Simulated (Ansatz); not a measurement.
## Run report: CH$_{10}$N$_{2}$OSi$_{2}$, geometry relaxation (part 2 of 2)

CH$_{10}$N$_{2}$OSi$_{2}$; RKS BHLYP-D4/6-31G* (Ansatz 0.2.0). It belongs to a series of runs on one base structure; here: start relaxed.

Geometry of the input (Å):
```
Si 0.0000  0.0000  0.0000
Si 0.0000  0.0000  2.2200
H  -1.3148  -0.4067  2.7074
H  1.0096  -0.9353  2.7074
H  0.3052  1.3420  2.7074
N  1.7163  0.0000  -0.6061
H  2.2145  -0.9180  -0.7868
H  2.2175  0.9180  -0.7783
N  -0.8572  1.4851  -0.6061
H  -1.8773  1.4300  -0.8888
H  -0.3367  2.4058  -0.6766
O  -0.7913  -1.3709  -0.5594
C  -1.5365  -2.2685  0.2501
H  -1.2251  -2.1576  1.3097
H  -2.6187  -2.0400  0.1571
H  -1.3490  -3.3106  -0.0830
```

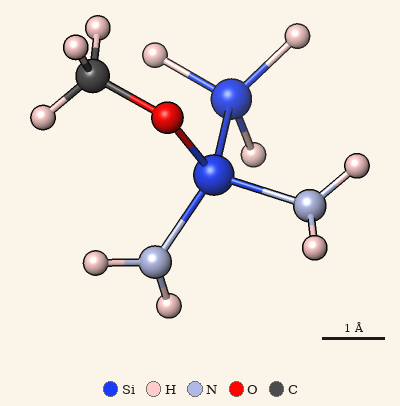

The geometry at step 19 of the log (ball-and-stick view, seen at a tilt).

```
1312 factors; integrals over basis functions are off by at most 7.2e-4 eV
mean field -21979.94789888 eV, -807.7481867402 hartree, gradient 9.5e-6 eV, S^2 0.000000; 1 other end points of the search recorded, 0 dependent functions left out
the calculation of the forces begins
reference -21979.94808887 eV, -807.7481937222 hartree; 33, 33 occupied and 85, 85 virtual orbitals, 1312 factors
Total energy: -21980.43997961 eV, -807.7662703733 hartree
Atom 0 at     0.135795    -0.077383     0.085736 Å, force    -0.010846    -0.000930    -0.000404 eV/Å
Atom 1 at     0.266964     0.021571     2.420147 Å, force     0.012633    -0.001725     0.000278 eV/Å
Atom 2 at    -0.957397    -0.508136     3.067322 Å, force     0.000070    -0.000385    -0.006340 eV/Å
Atom 3 at     1.411066    -0.763618     2.942471 Å, force     0.000620     0.000167     0.005123 eV/Å
Atom 4 at     0.434815     1.417560     2.886444 Å, force    -0.000544     0.000559    -0.000150 eV/Å
Atom 5 at     1.705885     0.233397    -0.503431 Å, force    -0.002144    -0.001944     0.006534 eV/Å
Atom 6 at     2.508433    -0.195725    -0.080974 Å, force    -0.000821     0.000328    -0.001046 eV/Å
Atom 7 at     1.833415     0.359896    -1.492297 Å, force     0.000491    -0.000195     0.002042 eV/Å
Atom 8 at    -0.901061     1.080923    -0.641389 Å, force    -0.007166    -0.001909    -0.006644 eV/Å
Atom 9 at    -1.867349     0.878931    -0.814827 Å, force     0.000611     0.003884    -0.000493 eV/Å
Atom 10 at    -0.743099     2.063911    -0.522037 Å, force     0.002168    -0.000698     0.001003 eV/Å
Atom 11 at    -0.436612    -1.564264    -0.353095 Å, force    -0.005360    -0.001405     0.003195 eV/Å
Atom 12 at    -1.701171    -2.078892    -0.039027 Å, force     0.004285     0.004881    -0.001986 eV/Å
Atom 13 at    -1.928509    -1.984368     1.023223 Å, force     0.001061    -0.000737    -0.009891 eV/Å
Atom 14 at    -2.487279    -1.577937    -0.605276 Å, force     0.007228    -0.005350     0.006555 eV/Å
Atom 15 at    -1.717395    -3.132565    -0.298990 Å, force    -0.002287     0.005457     0.002225 eV/Å
Dipole moment:    -0.206821     0.086006    -0.177630 e Å
```

Trajectory as extended XYZ (Å, eV, eV/Å), 7 of the 36 frames kept, from step=1 to step=36
```
16
Properties=species:S:1:pos:R:3:forces:R:3 step=1 energy=-21979.29306
Si    0.0000    0.0000    0.0000    0.6683   1.1202  -3.2341
Si    0.0000    0.0000    2.2200    0.0420   0.0288   0.8241
H    -1.3148   -0.4067    2.7074   -0.3337  -0.0024   0.4025
H     1.0096   -0.9353    2.7074    0.2101  -0.2825   0.3445
H     0.3052    1.3420    2.7074    0.1131   0.3231   0.2109
N     1.7163    0.0000   -0.6061   -0.8052   0.1169   0.2208
H     2.2145   -0.9180   -0.7868   -0.8093   2.3944   0.2938
H     2.2175    0.9180   -0.7783   -0.7805  -2.4290   0.1514
N    -0.8572    1.4851   -0.6061    0.4362  -0.5923   0.2349
H    -1.8773    1.4300   -0.8888    2.4403   0.5568   0.4999
H    -0.3367    2.4058   -0.6766   -1.6735  -1.9233  -0.0550
O    -0.7913   -1.3709   -0.5594    0.2525   0.4223   0.3259
C    -1.5365   -2.2685    0.2501    0.1196   0.1331   0.1067
H    -1.2251   -2.1576    1.3097   -0.4905  -0.4430  -0.6952
H    -2.6187   -2.0400    0.1571    0.7324  -0.2443   0.1507
H    -1.3490   -3.3106   -0.0830   -0.1219   0.8212   0.2183
16
Properties=species:S:1:pos:R:3:forces:R:3 step=7 energy=-21980.39571
Si    0.0624   -0.0109    0.0112   -0.0365   0.0717  -0.0229
Si    0.0936    0.0001    2.3510    0.0148   0.0247   0.0393
H    -1.2573   -0.1618    2.9407    0.0048  -0.0026  -0.0160
H     0.9540   -1.0497    2.9501    0.0037  -0.0098  -0.0340
H     0.6188    1.3073    2.8113   -0.0203  -0.0077   0.0009
N     1.6784    0.1721   -0.5126    0.0986   0.1387  -0.1537
H     2.3887   -0.4984   -0.2693   -0.0737   0.1658  -0.0550
H     1.8590    0.6275   -1.3955   -0.0210  -0.2441   0.1956
N    -0.8525    1.2807   -0.6401    0.0846   0.4254  -0.0023
H    -1.7193    1.1413   -1.1256    0.1150  -0.0587   0.0726
H    -0.6325    2.2549   -0.5052   -0.0754  -0.3028  -0.0184
O    -0.6442   -1.3853   -0.5574   -0.0911  -0.1729   0.0530
C    -1.5609   -2.1996    0.1204   -0.0591  -0.0969  -0.0211
H    -1.3082   -2.3193    1.1750   -0.0055   0.0213  -0.0355
H    -2.5748   -1.8000    0.0577    0.0899  -0.0160  -0.0043
H    -1.5483   -3.1855   -0.3379   -0.0286   0.0640   0.0017
16
Properties=species:S:1:pos:R:3:forces:R:3 step=13 energy=-21980.43188
Si    0.1001   -0.0299    0.0259   -0.0165  -0.0178  -0.0298
Si    0.1463    0.0162    2.3655   -0.0057   0.0026   0.0103
H    -1.1905   -0.2625    2.9427    0.0038  -0.0037   0.0036
H     1.0860   -0.9775    2.9391    0.0037   0.0015   0.0011
H     0.5610    1.3526    2.8499   -0.0023   0.0032   0.0001
N     1.6996    0.2440   -0.5045   -0.0067  -0.0220   0.0026
H     2.4702   -0.2523   -0.0961    0.0048  -0.0003  -0.0012
H     1.8543    0.4241   -1.4811    0.0049  -0.0001   0.0018
N    -0.8564    1.1906   -0.7036   -0.0088   0.0199  -0.0026
H    -1.8060    1.0206   -0.9740    0.0030  -0.0049   0.0063
H    -0.6672    2.1659   -0.5691   -0.0057  -0.0125   0.0035
O    -0.5296   -1.4718   -0.4815    0.1163   0.0844  -0.0446
C    -1.6069   -2.1614    0.0810   -0.0779  -0.0410   0.0348
H    -1.4304   -2.4023    1.1288   -0.0075  -0.0058   0.0127
H    -2.5348   -1.5922    0.0149    0.0010  -0.0018   0.0002
H    -1.7393   -3.0907   -0.4638   -0.0062  -0.0017   0.0013
16
Properties=species:S:1:pos:R:3:forces:R:3 step=19 energy=-21980.43567
Si    0.1289   -0.0655    0.0589    0.0257  -0.0238  -0.0127
Si    0.2139    0.0332    2.3953    0.0056   0.0275   0.0681
H    -1.0444   -0.4477    3.0214    0.0458   0.0189  -0.0288
H     1.3218   -0.7769    2.9659   -0.0471   0.0393  -0.0397
H     0.4116    1.4365    2.8368   -0.0049  -0.0571   0.0039
N     1.7181    0.2167   -0.4944    0.0226   0.0102  -0.0261
H     2.4998   -0.2580   -0.0806   -0.0153   0.0080   0.0022
H     1.8659    0.3815   -1.4753   -0.0132  -0.0023   0.0292
N    -0.8804    1.1144   -0.6701    0.0324  -0.0074   0.0195
H    -1.8097    0.8946   -0.9727   -0.0053   0.0017   0.0000
H    -0.7580    2.0947   -0.5003   -0.0111  -0.0075  -0.0054
O    -0.4587   -1.5358   -0.4147   -0.1075  -0.0189   0.0330
C    -1.6669   -2.1044    0.0184    0.0327   0.0387   0.0110
H    -1.6505   -2.3193    1.0882    0.0024   0.0182  -0.0674
H    -2.5212   -1.4548   -0.1850    0.0501  -0.0372   0.0062
H    -1.8136   -3.0360   -0.5178   -0.0130  -0.0083   0.0069
16
Properties=species:S:1:pos:R:3:forces:R:3 step=24 energy=-21980.43748
Si    0.1284   -0.0666    0.0633    0.0049  -0.0028  -0.0049
Si    0.2248    0.0308    2.3998    0.0008   0.0028   0.0017
H    -1.0182   -0.4724    3.0318   -0.0008  -0.0001  -0.0023
H     1.3474   -0.7675    2.9483    0.0018  -0.0009  -0.0019
H     0.4083    1.4282    2.8554    0.0009   0.0018   0.0023
N     1.7162    0.2179   -0.4927   -0.0035  -0.0013  -0.0006
H     2.4998   -0.2514   -0.0772    0.0006   0.0001   0.0018
H     1.8616    0.3811   -1.4735   -0.0003  -0.0002   0.0007
N    -0.8807    1.1128   -0.6651   -0.0009   0.0051   0.0016
H    -1.8107    0.8942   -0.9668    0.0010  -0.0037   0.0038
H    -0.7572    2.0937   -0.5005    0.0001  -0.0004  -0.0010
O    -0.4650   -1.5353   -0.4086    0.0011   0.0091   0.0029
C    -1.6772   -2.0993    0.0100   -0.0016  -0.0098  -0.0039
H    -1.7033   -2.2433    1.0898   -0.0046  -0.0018  -0.0072
H    -2.5314   -1.4821   -0.2713    0.0049  -0.0066  -0.0031
H    -1.7863   -3.0674   -0.4687   -0.0042   0.0086   0.0103
16
Properties=species:S:1:pos:R:3:forces:R:3 step=30 energy=-21980.43874
Si    0.1304   -0.0687    0.0720   -0.0064   0.0035  -0.0134
Si    0.2455    0.0231    2.4070    0.0042   0.0093   0.0158
H    -0.9828   -0.5053    3.0471   -0.0015  -0.0022  -0.0022
H     1.3866   -0.7587    2.9413   -0.0005  -0.0007  -0.0037
H     0.4078    1.4204    2.8709    0.0025   0.0018   0.0008
N     1.7120    0.2225   -0.4971   -0.0011   0.0022   0.0019
H     2.5012   -0.2322   -0.0759    0.0013   0.0012  -0.0003
H     1.8532    0.3692   -1.4812   -0.0041   0.0004   0.0026
N    -0.8890    1.1052   -0.6530   -0.0011  -0.0041  -0.0008
H    -1.8353    0.8938   -0.9064    0.0134   0.0016   0.0081
H    -0.7492    2.0871   -0.5068   -0.0015  -0.0051  -0.0010
O    -0.4564   -1.5433   -0.3877   -0.0138  -0.0081   0.0004
C    -1.6903   -2.0893   -0.0105   -0.0272  -0.0219  -0.0081
H    -1.8114   -2.1090    1.0736   -0.0024  -0.0008  -0.0479
H    -2.5259   -1.5314   -0.4387    0.0431  -0.0306   0.0226
H    -1.7401   -3.1099   -0.3805   -0.0050   0.0535   0.0251
16
Properties=species:S:1:pos:R:3:forces:R:3 step=36 energy=-21980.43979
Si    0.1358   -0.0774    0.0857   -0.0108  -0.0009  -0.0004
Si    0.2670    0.0216    2.4201    0.0126  -0.0017   0.0003
H    -0.9574   -0.5081    3.0673    0.0001  -0.0004  -0.0063
H     1.4111   -0.7636    2.9425    0.0006   0.0002   0.0051
H     0.4348    1.4176    2.8864   -0.0005   0.0006  -0.0001
N     1.7059    0.2334   -0.5034   -0.0021  -0.0019   0.0065
H     2.5084   -0.1957   -0.0810   -0.0008   0.0003  -0.0010
H     1.8334    0.3599   -1.4923    0.0005  -0.0002   0.0020
N    -0.9011    1.0809   -0.6414   -0.0072  -0.0019  -0.0066
H    -1.8673    0.8789   -0.8148    0.0006   0.0039  -0.0005
H    -0.7431    2.0639   -0.5220    0.0022  -0.0007   0.0010
O    -0.4366   -1.5643   -0.3531   -0.0054  -0.0014   0.0032
C    -1.7012   -2.0789   -0.0390    0.0043   0.0049  -0.0020
H    -1.9285   -1.9844    1.0232    0.0011  -0.0007  -0.0099
H    -2.4873   -1.5779   -0.6053    0.0072  -0.0053   0.0066
H    -1.7174   -3.1326   -0.2990   -0.0023   0.0055   0.0022
```
